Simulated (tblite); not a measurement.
Geometry relaxation of C$_{4}$H$_{7}$AlCl$_{3}$N (part 1 of 2)

System: C$_{4}$H$_{7}$AlCl$_{3}$N.
Method: GFN2-xTB geometry optimisation, gas phase (tblite 0.8.0).

It belongs to a series of runs on one base structure; here: H on Al replaced by CHCl2.

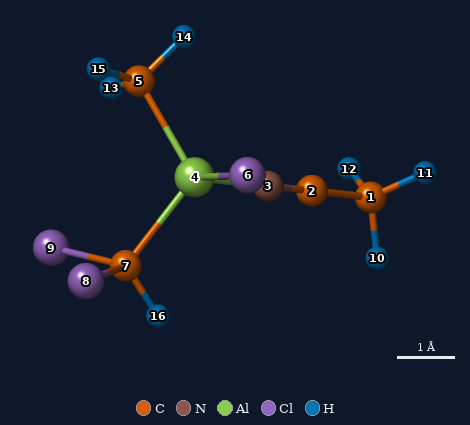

*The starting structure (ball-and-stick view, seen at a tilt; atoms are numbered from 1 in the order of the input). Sticks mark near contacts.*

Bond lengths as drawn: Al–C 1.98 to 1.99 Å, Al–Cl 2.22 Å, Al–N 1.88 Å, C–C 1.50 Å, C–Cl 1.78 to 1.80 Å, C–H 1.09 to 1.12 Å and C–N 1.15 Å.

Input:
```
{"job": {"kind": "relax", "xc": "GFN2-xTB", "basis": "xTB"}, "charge": 0, "multiplicity": 1}
C      3.268100    -1.197100     0.165000
C      1.876500    -0.679400     0.352700
N      0.808300    -0.292300     0.533200
Al    -0.938200     0.367900     0.773200
C     -1.011900     2.117700    -0.161800
Cl    -1.423000     0.606300     2.929400
C     -2.226900    -0.915900     0.002800
Cl    -3.802700    -0.729900     0.842400
Cl    -2.448300    -0.576400    -1.731700
H      3.196500    -2.293900     0.093900
H      3.886900    -0.891400     1.042500
H      3.643000    -0.807300    -0.779700
H     -0.834000     1.914000    -1.226700
H     -0.166100     2.706800     0.258800
H     -1.989700     2.619500     0.032000
H     -1.846200    -1.939800     0.130100
```

The first line tells a small driver script what to run in tblite; the rest is the geometry in Å.

Launch command:
```bash
OMP_NUM_THREADS=1 python <driver script> task.json out
```

Log:
```
step      E/eV     max force
  0    -810.30667    3.476
  1    -810.62547    2.897
  2    -810.63843    8.062
  3    -810.97188    1.705
  4    -811.00578    0.582
  5    -811.06210    0.907
  6    -811.10029    1.298
  7    -811.13798    0.652
  8    -811.15877    0.349
  9    -811.17617    0.498
 10    -811.18963    0.620
 11    -811.20199    0.423
 12    -811.21412    0.327
 13    -811.22815    0.344
 14    -811.24336    0.524
 15    -811.25834    0.421
 16    -811.27030    0.263
 17    -811.27938    0.240
 18    -811.28850    0.408
 19    -811.29986    0.424
 20    -811.31355    0.299
 21    -811.32766    0.339
 22    -811.34077    0.332
 23    -811.35233    0.335
 24    -811.36138    0.235
 25    -811.36875    0.174
 26    -811.37409    0.182
 27    -811.37776    0.153
 28    -811.38133    0.149
 29    -811.38636    0.186
 30    -811.39333    0.291
 31    -811.40083    0.319
 32    -811.40670    0.299
 33    -811.41094    0.124
 34    -811.41324    0.107
 35    -811.41463    0.125
 36    -811.41647    0.102
 37    -811.41792    0.101
 38    -811.41952    0.109
 39    -811.42125    0.174
 40    -811.42365    0.237
 41    -811.42696    0.247
 42    -811.43104    0.188
 43    -811.43488    0.179
 44    -811.43760    0.123
 45    -811.43901    0.091
 46    -811.44001    0.086
 47    -811.44097    0.072
 48    -811.44165    0.057
 49    -811.44216    0.062
 50    -811.44271    0.069
 51    -811.44338    0.061
 52    -811.44404    0.071
 53    -811.44453    0.067
 54    -811.44488    0.065
 55    -811.44518    0.047
 56    -811.44548    0.040
 57    -811.44573    0.046
 58    -811.44599    0.054
 59    -811.44633    0.052
 60    -811.44680    0.055
 61    -811.44732    0.061
 62    -811.44784    0.073
 63    -811.44842    0.080
 64    -811.44910    0.071
 65    -811.44975    0.054
 66    -811.45022    0.049
 67    -811.45056    0.053
 68    -811.45095    0.064
 69    -811.45149    0.071
 70    -811.45213    0.062
 71    -811.45275    0.070
 72    -811.45331    0.064
 73    -811.45392    0.072
 74    -811.45453    0.074
 75    -811.45495    0.057
 76    -811.45522    0.063
 77    -811.45547    0.041
 78    -811.45584    0.035
 79    -811.45610    0.046
 80    -811.45647    0.053
 81    -811.45674    0.052
 82    -811.45704    0.050
 83    -811.45739    0.052
 84    -811.45789    0.050
 85    -811.45853    0.067
 86    -811.45917    0.082
 87    -811.45969    0.066
 88    -811.46001    0.028
 89    -811.46014    0.025
 90    -811.46023    0.039
 91    -811.46032    0.030
 92    -811.46073    0.034
 93    -811.46096    0.042
 94    -811.46138    0.068
 95    -811.46177    0.065
 96    -811.46234    0.063
 97    -811.46295    0.044
 98    -811.46345    0.043
 99    -811.46374    0.049
100    -811.46399    0.047
101    -811.46435    0.054
102    -811.46480    0.077
103    -811.46523    0.050
104    -811.46552    0.054
105    -811.46573    0.094
106    -811.46598    0.133
107    -811.46626    0.055
108    -811.46657    0.068
109    -811.46700    0.066
110    -811.46718    0.053
111    -811.46747    0.048
112    -811.46777    0.058
113    -811.46815    0.063
114    -811.46854    0.055
115    -811.46899    0.051
116    -811.46961    0.062
117    -811.47037    0.074
118    -811.47116    0.109
119    -811.47178    0.057
120    -811.47211    0.086
121    -811.47234    0.033
122    -811.47250    0.051
123    -811.47267    0.054
124    -811.47280    0.047
125    -811.47296    0.026
126    -811.47313    0.032
127    -811.47337    0.041
128    -811.47366    0.034
129    -811.47399    0.044
130    -811.47428    0.035
131    -811.47449    0.028
132    -811.47466    0.067
133    -811.47480    0.044
134    -811.47495    0.029
135    -811.47522    0.039
136    -811.47548    0.039
137    -811.47585    0.042
138    -811.47640    0.074
139    -811.47737    0.139
140    -811.47878    0.180
141    -811.48008    0.221
142    -811.47829    0.359
143    -811.48235    0.102
144    -811.48289    0.363
145    -811.48492    0.092
146    -811.48702    0.126
147    -811.48857    0.138
148    -811.49010    0.086
149    -811.49075    0.050
150    -811.49115    0.084
151    -811.49139    0.060
152    -811.49172    0.079
153    -811.49197    0.028
154    -811.49218    0.092
155    -811.49234    0.037
156    -811.49245    0.043
157    -811.49256    0.024
158    -811.49265    0.026
159    -811.49273    0.047
160    -811.49282    0.066
161    -811.49297    0.067
162    -811.49311    0.065
163    -811.49327    0.028
164    -811.49343    0.028
165    -811.49359    0.040
166    -811.49375    0.053
167    -811.49396    0.045
168    -811.49419    0.041
169    -811.49450    0.039
170    -811.49469    0.038
171    -811.49493    0.030
172    -811.49512    0.025
173    -811.49526    0.030
174    -811.49540    0.047
175    -811.49558    0.037
176    -811.49584    0.038
177    -811.49611    0.045
178    -811.49635    0.047
179    -811.49658    0.049
180    -811.49689    0.040
181    -811.49737    0.046
182    -811.49797    0.062
183    -811.49858    0.068
184    -811.49901    0.064
185    -811.49918    0.029
186    -811.49931    0.030
187    -811.49940    0.032
188    -811.49952    0.020
189    -811.49961    0.025
190    -811.49975    0.026
191    -811.49990    0.031
192    -811.50006    0.034
193    -811.50024    0.030
194    -811.50044    0.036
195    -811.50068    0.035
196    -811.50100    0.042
197    -811.50142    0.049
198    -811.50187    0.060
199    -811.50223    0.035
200    -811.50244    0.046
201    -811.50256    0.040
202    -811.50264    0.026
203    -811.50267    0.016
204    -811.50269    0.014
205    -811.50270    0.008
```

Trajectory as extended XYZ (Å, eV, eV/Å), 14 of the 206 frames kept, from step=0 to step=205:
```
16
Properties=species:S:1:pos:R:3:forces:R:3 step=0 energy=-810.30667
C     3.2681   -1.1971    0.1650   -1.9140   0.5470   0.6360
C     1.8765   -0.6794    0.3527    2.2000  -0.8030  -0.0670
N     0.8083   -0.2923    0.5332    0.5050  -0.4260  -0.1690
Al   -0.9382    0.3679    0.7732   -1.4840   2.0420   2.3890
C    -1.0119    2.1177   -0.1618    0.4640  -0.4920   0.4500
Cl   -1.4230    0.6063    2.9294    0.7430  -0.4170  -1.4810
C    -2.2269   -0.9159    0.0028    0.1450  -0.4940   0.0160
Cl   -3.8027   -0.7299    0.8424    0.3330  -0.2340  -0.2160
Cl   -2.4483   -0.5764   -1.7317    0.0540  -0.3060   0.0540
H     3.1965   -2.2939    0.0939    0.0930   0.3840   0.1360
H     3.8869   -0.8914    1.0425   -0.4750  -0.2130  -0.7800
H     3.6430   -0.8073   -0.7797    0.1270   0.0850   0.1630
H    -0.8340    1.9140   -1.2267   -0.2090   0.7210   0.1630
H    -0.1661    2.7068    0.2588   -0.6970   0.1580  -0.5320
H    -1.9897    2.6195    0.0320    0.9330  -0.1840  -0.3910
H    -1.8462   -1.9398    0.1301   -0.8170  -0.3670  -0.3710
16
Properties=species:S:1:pos:R:3:forces:R:3 step=16 energy=-811.27030
C     3.1552   -1.1736    0.1810   -0.0950   0.0160   0.0180
C     1.8224   -0.7110    0.4043    0.0760  -0.0590  -0.0530
N     0.7509   -0.3438    0.5858    0.0180   0.0330  -0.1000
Al   -1.0864    0.4775    0.8996   -0.0600   0.0070   0.0320
C    -0.9934    2.1767   -0.1354    0.0010   0.0420  -0.1330
Cl   -1.1079    0.4446    2.9312    0.0600  -0.0360   0.1790
C    -2.1027   -1.0918    0.0087   -0.0750   0.0000  -0.0930
Cl   -3.6534   -0.6553    0.8354    0.2330   0.0950  -0.0770
Cl   -2.2881   -0.6661   -1.7190    0.0810  -0.0130   0.0110
H     3.1591   -2.2648    0.1046   -0.0250   0.1190   0.0490
H     3.7855   -0.8626    1.0197   -0.0520  -0.0430  -0.1410
H     3.5413   -0.7563   -0.7540   -0.0610   0.0010   0.1540
H    -0.8162    1.9849   -1.1932   -0.0940  -0.0690  -0.1670
H    -0.1981    2.8687    0.1547    0.0370  -0.1070   0.2330
H    -1.9137    2.7685   -0.0838   -0.0400  -0.0840   0.0000
H    -2.0620   -2.1865    0.0164   -0.0040   0.0980   0.0900
16
Properties=species:S:1:pos:R:3:forces:R:3 step=32 energy=-811.40670
C     3.0917   -1.1537    0.1765   -0.0570   0.0140   0.0450
C     1.7695   -0.6538    0.3521    0.1560  -0.1140  -0.1170
N     0.7116   -0.2372    0.4852   -0.0820   0.0470   0.0370
Al   -1.1154    0.4474    0.9794   -0.0780   0.0980  -0.2720
C    -1.0582    2.1216   -0.1032    0.0070  -0.0440   0.0630
Cl   -0.9190    0.3752    3.0075    0.0140  -0.0710   0.1190
C    -2.0044   -1.1259   -0.0398    0.0170   0.0250  -0.1210
Cl   -3.4150   -0.3028    0.7218   -0.0910   0.0730   0.0260
Cl   -2.0957   -0.8368   -1.7978    0.0780   0.0130   0.0190
H     3.0768   -2.2432    0.1216   -0.0290   0.0440   0.0110
H     3.6852   -0.8411    1.0367    0.0910  -0.0210  -0.0790
H     3.5149   -0.7542   -0.7469    0.0020   0.0060   0.0900
H    -0.8557    1.9017   -1.1574   -0.0590   0.0550   0.1170
H    -0.2401    2.7644    0.2434   -0.0740   0.0020  -0.0620
H    -1.9619    2.7419   -0.0810    0.1010  -0.0560  -0.0230
H    -2.1920   -2.1945    0.0578    0.0050  -0.0700   0.1480
16
Properties=species:S:1:pos:R:3:forces:R:3 step=47 energy=-811.44097
C     3.1091   -1.1517    0.1711   -0.0350  -0.0160   0.0010
C     1.7981   -0.6193    0.3202    0.0270  -0.0400   0.0020
N     0.7353   -0.2071    0.4328   -0.0390   0.0490   0.0280
Al   -1.1019    0.4617    0.9718   -0.0090   0.0040  -0.0060
C    -1.0797    2.1491   -0.0691    0.0050  -0.0060   0.0140
Cl   -0.9117    0.1979    2.9917   -0.0290  -0.0120  -0.0080
C    -2.0231   -1.1063   -0.0103    0.0000  -0.0390   0.0330
Cl   -3.4511   -0.1482    0.5560    0.0350  -0.0070   0.0080
Cl   -1.9458   -1.0056   -1.7813    0.0080  -0.0140  -0.0330
H     3.0395   -2.2369    0.1206    0.0290  -0.0660  -0.0020
H     3.7272   -0.8684    1.0221   -0.0170   0.0250   0.0140
H     3.5577   -0.7778   -0.7472    0.0170   0.0350  -0.0380
H    -0.9196    1.9045   -1.1230   -0.0170   0.0470  -0.0040
H    -0.2702    2.8243    0.2213   -0.0070   0.0050  -0.0240
H    -1.9991    2.7406   -0.0295    0.0230   0.0040   0.0030
H    -2.2724   -2.1478    0.2087    0.0090   0.0320   0.0120
16
Properties=species:S:1:pos:R:3:forces:R:3 step=63 energy=-811.44842
C     3.1050   -1.1671    0.1585   -0.0290  -0.0050  -0.0010
C     1.7926   -0.6379    0.3149    0.0270  -0.0120   0.0340
N     0.7444   -0.1973    0.4574   -0.0210   0.0170  -0.0010
Al   -1.0996    0.4811    0.9626    0.0250  -0.0020   0.0110
C    -1.0784    2.1799   -0.0616   -0.0090   0.0040   0.0030
Cl   -0.9886    0.1635    2.9811    0.0130   0.0140   0.0040
C    -1.9990   -1.1123   -0.0050    0.0640  -0.0310  -0.0360
Cl   -3.4208   -0.1196    0.4938   -0.0660  -0.0180   0.0130
Cl   -1.9127   -1.1125   -1.7816    0.0160  -0.0200  -0.0090
H     3.0593   -2.2539    0.1033   -0.0260  -0.0290   0.0120
H     3.7129   -0.8741    1.0148    0.0080   0.0040  -0.0190
H     3.5509   -0.7844   -0.7584    0.0090   0.0370  -0.0110
H    -0.9776    1.9585   -1.1276   -0.0070   0.0120  -0.0030
H    -0.2566    2.8530    0.1955    0.0170  -0.0250  -0.0020
H    -1.9927    2.7731    0.0376   -0.0010   0.0130   0.0040
H    -2.2466   -2.1410    0.2707   -0.0190   0.0420   0.0010
16
Properties=species:S:1:pos:R:3:forces:R:3 step=79 energy=-811.45610
C     3.0781   -1.1831    0.1450    0.0050   0.0000  -0.0070
C     1.7811   -0.6360    0.3544    0.0120   0.0180  -0.0020
N     0.7495   -0.1660    0.5235    0.0110   0.0050   0.0000
Al   -1.1103    0.5052    0.9474   -0.0040  -0.0150   0.0040
C    -1.0873    2.2212   -0.0437    0.0050  -0.0070  -0.0010
Cl   -1.0558    0.1911    2.9686   -0.0210   0.0010  -0.0020
C    -1.9421   -1.1259   -0.0301   -0.0070  -0.0010  -0.0090
Cl   -3.4066   -0.1392    0.3643    0.0200  -0.0110   0.0090
Cl   -1.8350   -1.3055   -1.7966    0.0220   0.0150   0.0370
H     3.0180   -2.2689    0.0717   -0.0280   0.0080   0.0000
H     3.7245   -0.9125    0.9803   -0.0050  -0.0040  -0.0050
H     3.4925   -0.7817   -0.7800    0.0040  -0.0080  -0.0010
H    -1.1014    2.0450   -1.1217   -0.0020  -0.0090  -0.0210
H    -0.1989    2.8247    0.1602    0.0120  -0.0040   0.0000
H    -1.9439    2.8679    0.1683   -0.0130   0.0140   0.0090
H    -2.1700   -2.1274    0.3445   -0.0110  -0.0030  -0.0110
```
